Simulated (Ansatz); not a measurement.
Profile along the Zn–F line in KZnF3 (cubic perovskite)

KZnF3 (cubic perovskite)

Space group Pm-3m (No. 221); a = 4.127 Å, b = 4.127 Å, c = 4.127 Å, α = 90.00°, β = 90.00°, γ = 90.00°

```json
[
 {"atom": "K", "site": "1a", "symmetry": "m-3m", "x": "0.0000", "y": "0.0000", "z": "0.0000"},
 {"atom": "Zn", "site": "1b", "symmetry": "m-3m", "x": "0.5000", "y": "0.5000", "z": "0.5000"},
 {"atom": "F", "site": "3c", "symmetry": "4/mm.m", "x": "0.0000", "y": "0.5000", "z": "0.5000"}
]
```

Fields along a shortest Zn–F line of a {100} plane (2.06 Å), from Zn to F, interpolated on the slice's grid (step about 0.2 Å). Level of theory: PBE (plane waves to 420 eV, PAW, scalar-relativistic; Ansatz, a program for electronic structure). k mesh 8×8×8. Near the nuclei the fields are pseudised (PAW); where an atom keeps semicore shells as valence, they peak there. KZnF3 was relaxed with its symmetry unable to fall.

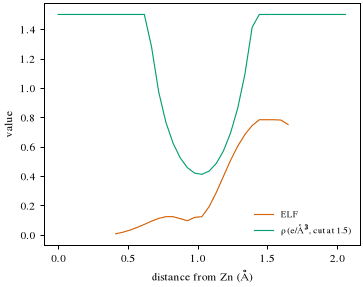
ELF (away from the nuclei) and valence density from Zn to F.

Density on the Zn–F line (2.06 Å) at its midpoint: 0.41 e/Å³. ELF at that point: 0.12.
